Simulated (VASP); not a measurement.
# SiNi2 with r2SCAN + rVV10: from relaxation to properties, part 2 of 2

How well does r2SCAN + rVV10 reproduce what experiment finds for SiNi2? The cell is relaxed first, and properties follow on it. The start is a cell from a database of measured crystal structures.

VASP 6.6.1; r2SCAN with rVV10, spin-polarised from a ferromagnetic start; plane waves and PAW (Si, Ni).

So far. Step 5 (Band structure (r2SCAN + rVV10)): There is no gap at this level. Step 5 (Band structure (r2SCAN + rVV10)): Of the bands kept, 4 cross the Fermi level on this path. The relaxed cell has a, b, c = 4.912, 3.694, 6.990 Å (conventional setting).

### 6. Density of states (r2SCAN + rVV10) (continued)

The density of states has structure finer than the step of the table below, so its rows give means over 1 eV, whole bins alone (the curve runs from -12.0 to 2.33 eV). Peaks (eV: height): total -3.4: 27.9, -2.9: 24.8, -2.3: 30.6, -1.9: 34.1; Ni d -3.4: 22.8, -2.9: 21.1, -2.3: 27.7, -1.9: 31.6; Ni p -4.9: 1.04, -4.5: 1.07, -4.1: 1.27, -3.4: 1.13; Si p -5.2: 1.32, -4.4: 1.11, -4.1: 1.14, -3.4: 0.701; Ni s -11.4: 0.405, -7.3: 0.960, -7.0: 0.949, -5.2: 0.622.

States under -12.0 eV and over 2.3 eV are left out; both spin channels agree and are summed. Density of states against energy, zero at the Fermi level; means over each step; values in states/eV/cell:

```
energy (eV)  total    Ni d    Ni p    Si p    Ni s    Si s
        -11   1.79  0.0710   0.210  0.0358   0.349   0.528
        -10   2.51   0.232   0.341  0.0480   0.299   0.796
         -9   1.77   0.298   0.221  0.0273   0.113   0.593
         -8  0.829   0.125  0.0715   0.113   0.237  0.0250
         -7   3.94   0.872   0.369   0.539   0.833   0.138
         -6   3.76    1.30   0.379   0.485   0.481  0.0957
         -5   8.92    4.58   0.852    1.03   0.414  0.0551
         -4   11.7    8.27   0.780   0.616   0.172  0.0164
         -3   18.4    15.6   0.641   0.303   0.144  0.0213
         -2   25.7    23.5   0.538   0.178   0.119  0.0356
         -1   12.4    11.3   0.362   0.149  0.0986  0.0307
          0   4.44    3.20   0.373   0.249   0.137  0.0401
          1   3.60    2.05   0.430   0.333   0.159   0.100
```

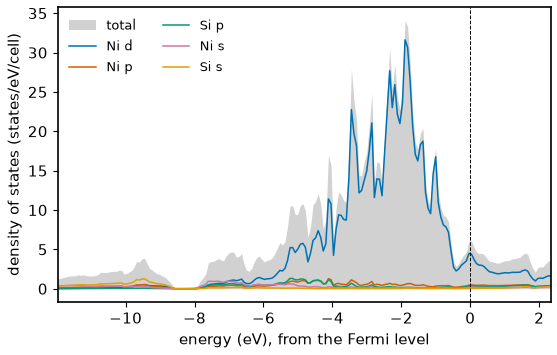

Density of states against energy.

The finer mesh and the other smearing move the Fermi level by +0.02 eV from the 6×7×4 run, a small shift, which tests the Fermi level alone. Of the states within 0.3 eV of the Fermi level, the largest shares in the PAW spheres are Ni d 73 %, Ni p 8 % and Si p 6 %. The rest lies in smaller channels or between the spheres.

### 7. Independent-particle dielectric function (r2SCAN + rVV10)

LOPTICS sums transitions from filled to empty bands. NBANDS is raised for it.

Contents of INCAR:

```
SYSTEM = SiNi2
PREC = Accurate
ENCUT = 400
EDIFF = 1E-06
NELM = 100
ISMEAR = 1
SIGMA = 0.2
LREAL = .FALSE.
ALGO = Normal
METAGGA = R2SCAN
LUSE_VDW = .TRUE.
IVDW_NL = 2
BPARAM = 11.95
CPARAM = 0.0093
LASPH = .TRUE.
NBANDS = 144
ISPIN = 2
MAGMOM = 0 0 0 0 1 1 1 1 1 1 1 1
LMAXMIX = 4
LORBIT = 11
LWAVE = .FALSE.
LCHARG = .FALSE.
KPAR = 8
LOPTICS = .TRUE.
NEDOS = 1500
CSHIFT = 0.1
```

Contents of POSCAR:

```
SiNi2
1.0
    4.9120834698      0.0000000000      0.0000000000
    0.0000000000      3.6939066691      0.0000000000
    0.0000000000      0.0000000000      6.9899679846
Si Ni
4 8
Direct
    0.2910503809      0.7500000000      0.6138758221
    0.7089496191      0.2500000000      0.3861241779
    0.2089496191      0.2500000000      0.1138758221
    0.7910503809      0.7500000000      0.8861241779
    0.9570285918      0.7500000000      0.2067874570
    0.0429714082      0.2500000000      0.7932125430
    0.5429714082      0.2500000000      0.7067874570
    0.4570285918      0.7500000000      0.2932125430
    0.8290966976      0.7500000000      0.5600669831
    0.1709033024      0.2500000000      0.4399330169
    0.6709033024      0.2500000000      0.0600669831
    0.3290966976      0.7500000000      0.9399330169
```

Contents of KPOINTS:

```
Automatic mesh
0
Gamma
8 11 6
0 0 0
```

PAW data sets: Si and Ni (PBE family, release 64).

On the command line:

```bash
> mpirun -np 8 vasp_std
```

It took 19 min on 8 MPI ranks of Intel Xeon Platinum 8488C (Sapphire Rapids), shared host; peak memory 29 GiB.

These are independent-particle spectra without excitons or local fields, and fine structure depends on the mesh and on CSHIFT. The intraband (Drude) part is not in this spectrum.

Numbers from this step:

```yaml
scf_cycles: 18
bands: 144
free_energy_toten: -135.0377 eV
energy_at_zero_smearing: -135.0357 eV
fermi_energy: 11.48 eV
pressure: 8.54e-4 GPa
```

The imaginary dielectric function has structure finer than the step of the table below, so its rows give means over 2 eV, whole bins alone (the curve runs from 0 to 25.0 eV). Peaks (eV: height): xx 0.2: 39.8; yy 0.6: 45.6; zz 0.3: 29.7, 1.0: 48.4.

The imaginary dielectric function by photon energy; means over each step:

```
photon energy (eV)     xx     yy     zz
                 2   15.5   16.9   19.8
                 4   7.99   8.31   7.89
                 6   9.53   8.73   8.94
                 8   7.07   7.29   7.14
                10   4.06   4.30   4.12
                12   2.75   2.92   2.78
                14   1.90   1.92   1.97
                16   1.29   1.24   1.32
                18  0.907  0.894  0.936
                20  0.790  0.766  0.808
                22  0.648  0.635  0.636
```

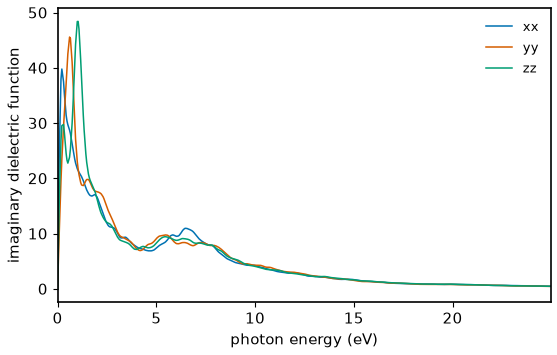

Imaginary dielectric function against photon energy.

The real dielectric function by photon energy:

```
photon energy (eV)       xx       yy       zz
                 0     86.5     70.3     76.8
                 2     6.07     7.00     1.28
                 4     3.41     3.00     3.71
                 6     3.51     1.53     2.22
                 8    -2.26    -1.03    -1.50
                10    -1.56    -1.44    -1.70
                12    -1.23    -1.45    -1.37
                14    -1.07    -1.19    -1.09
                16   -0.771   -0.814   -0.800
                18   -0.363   -0.464   -0.416
                20   -0.105   -0.167   -0.164
                22  -0.0137  -0.0329  -0.0714
                24    0.105   0.0717   0.0889
```

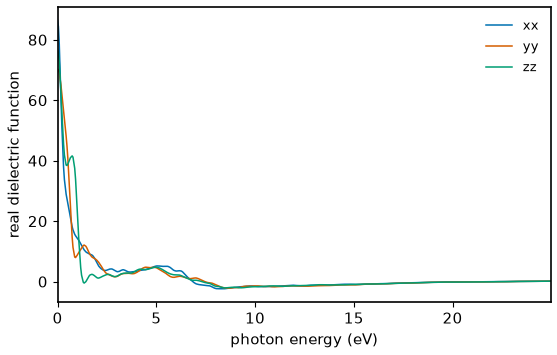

Real dielectric function against photon energy.

### 8. Results

```
relaxed volume                            : 10.57 Å³/atom
relaxed conventional cell a, b, c         : 4.912, 3.694, 6.990 Å
space group after relaxing, within 0.02 Å : Pnma (No. 62)
moment of the cell (8×11×6 mesh)          : 0 μB
band gap                                  : none, a metal
DOS at the Fermi level                    : 6.78 states/eV/cell
```

**Reading.** With r2SCAN + rVV10, SiNi2 relaxes to 10.57 Å³/atom in space group Pnma, comes out as a metal and loses the moments it was started with. Against the listed cell the volume lies -2.8 % (a -1.6 %, b -0.7 %, c -0.6 %). Band structure (r2SCAN + rVV10): Of the bands kept, 4 cross the Fermi level on this path. Only the typed magnetic starts were tried, so the magnetic ground state may differ and with it the other results. No search among competing phases was made, and a listed structure need not be the one stable at ambient conditions. All values are for a static lattice at zero temperature.

Calculation against experiment:

| quantity | measured | r2SCAN with rVV10 |
| --- | --- | --- |
| lattice constant a (Å) | 4.992 | 4.912 (-1.6 %) |

Measured values from arxiv:1602.05840 (2016).

Verdict: The lattice constant a is off by -1.6 %. The magnetic state of these runs (no moments) need not be that of the sample, so the match is not graded. For lattice constants the calculation has a static lattice, without zero-point motion or thermal expansion.

[Lines on the potential files, build, host, timing and source positions are cut from VASP's logs without a mark.]

[Logs are printed without paths, hosts, clocks, repeated set-up lines and the standing remarks that a program may print on its own settings, such as how far it seeks lower states.]

[Hosts, paths, dates, database ids (printed as entryN), source tags and the programs' standing remarks are cut or masked in the printed files.]

[A measured line is paired with the nearest computed mode of its activity, which favours agreement.]

[In band tables of VASP the shares of atoms and orbitals are scaled to a sum of 1 inside the atoms' spheres.]
